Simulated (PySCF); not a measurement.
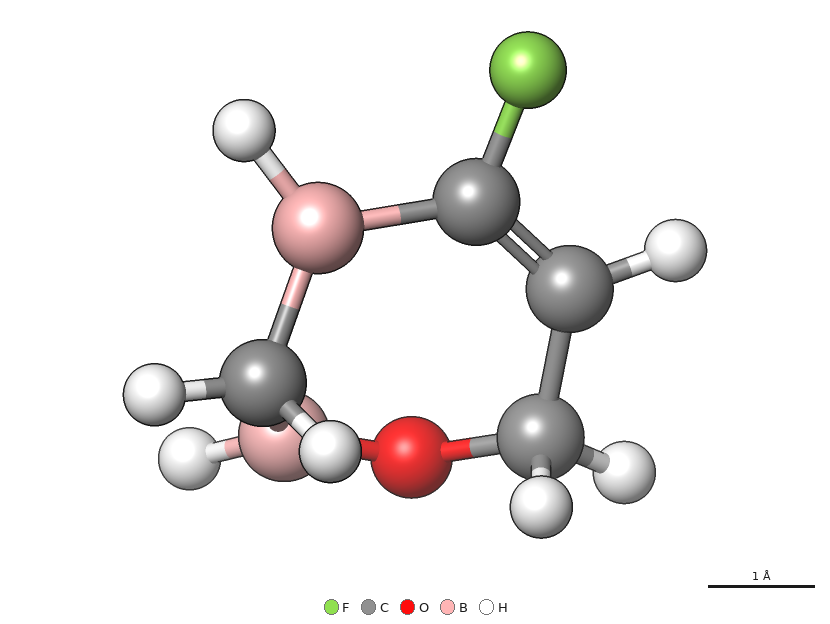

The picture shows a molecular structure as a ball-and-stick model. Multiple sticks mark multiple bonds (one Kekulé form).

Computed geometry: GFN2-xTB optimisation. No frequency run is at hand to confirm it as a minimum.

What does the picture show?

The molecule is C₄H₇B₂FO. As SMILES it reads `FC1=CCOBCB1`. Independent rings (smallest set): 1 of 7 members. Among its groups: alkene, C–F bond, B–H bond. The point group is C1. Coordination: 2 C trigonal planar; 2 C tetrahedral; 1 O bent; 2 B trigonal planar.

The parts below concern this one geometry. Atoms keep their numbers from picture to picture.

## Geometry

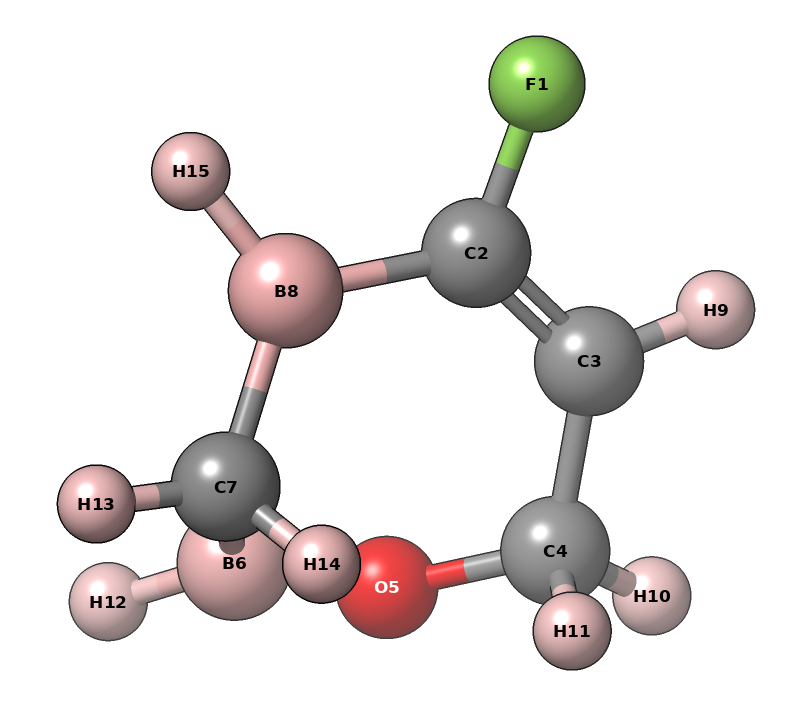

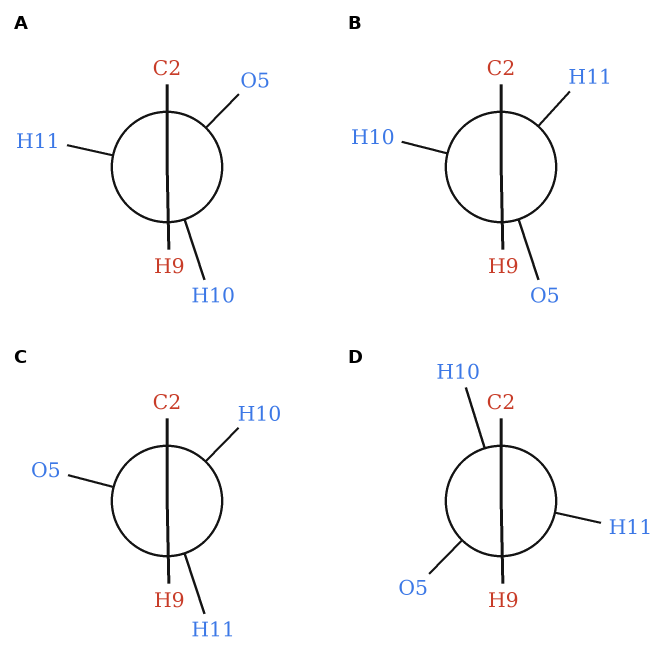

Depth is shown by fading: the farther an atom, the more it takes the colour of the background. Bonds that would overlap in a projection are set slightly apart. No frequency run is at hand to confirm it as a minimum.

Which Newman projection shows the view along C3–C4, with C3 in front?

Answer. A. The torsion angle C2–C3–C4–O5 is 45°, synclinal (gauche).

## Dipole moment

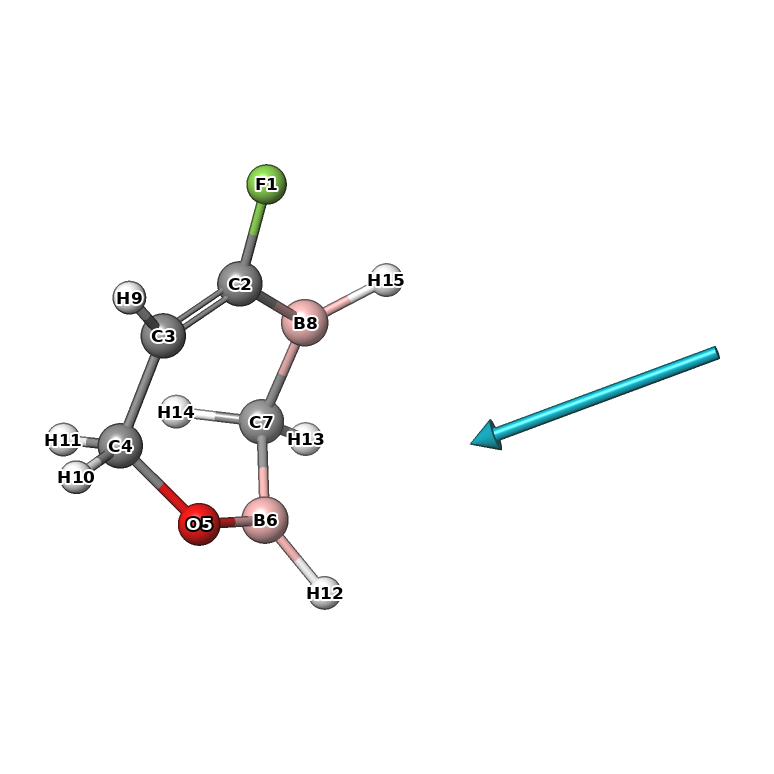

The arrow beside the molecule shows the direction of the dipole moment, from the negative to the positive end (its length means nothing). No frequency run is at hand to confirm it as a minimum. Method: B3LYP/def2-SVPD, gas phase (PySCF 2.14.0).

How large is the dipole moment?

Answer. 2.29 D; it points from the side of H15 to the side of H11 (the outermost atoms at the two ends).

## Excitation

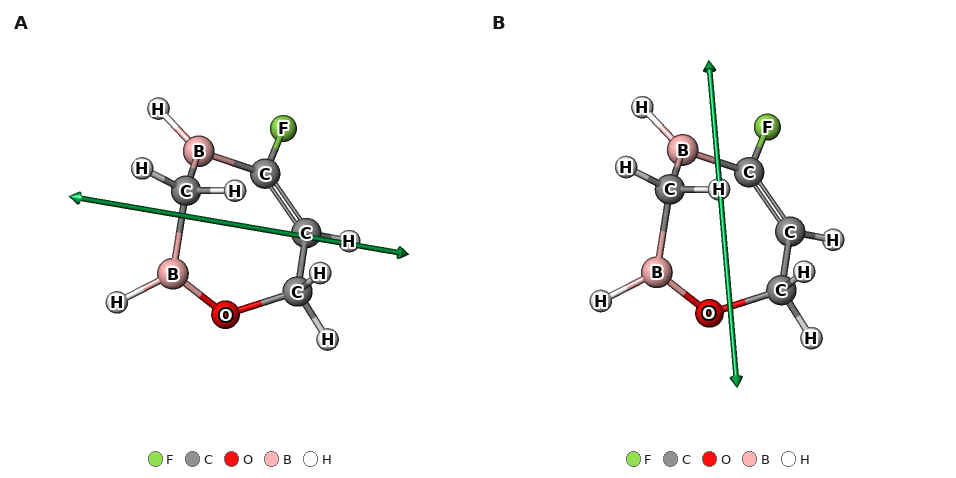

The double arrows show the directions of two transition dipoles from the ground state (lengths mean nothing). No frequency run is at hand to confirm it as a minimum. Properties computed with TDDFT B3LYP/def2-SVPD, vertical, gas phase, core orbitals frozen in the response (PySCF 2.14.0).

One belongs to singlet state 2 and one to singlet state 4. Which is which?

Answer. A: state 4, 5.83 eV (213 nm), oscillator strength 0.022, mainly HOMO−3 → LUMO (weight 0.90).
B: state 2, 4.98 eV (249 nm), oscillator strength 0.054, mainly HOMO−1 → LUMO (weight 0.87).

## Polarisability

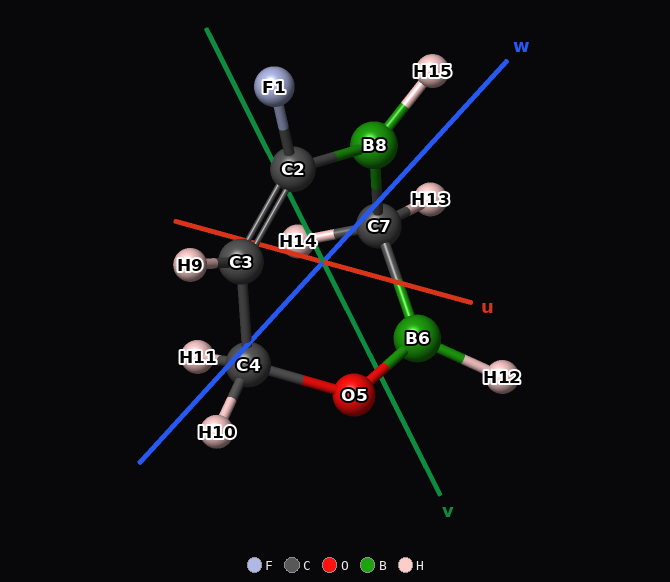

The lines u, v and w are the principal axes of the static dipole polarisability. No frequency run is at hand to confirm it as a minimum. Computed with B3LYP/def2-SVPD (PySCF 2.14.0).

Along which axis is the molecule most polarisable, and along which least?

Answer. Most along w, least along u.

Give the three principal values.

Answer. u 57.6, v 81.4, w 89.1 bohr³; mean 76.0, anisotropy 28.4 bohr³.

The geometry is semi-empirical. Around B such bond lengths and angles can be off by a tenth of an ångström or more and by several degrees, and values that hang on the shape move with them.
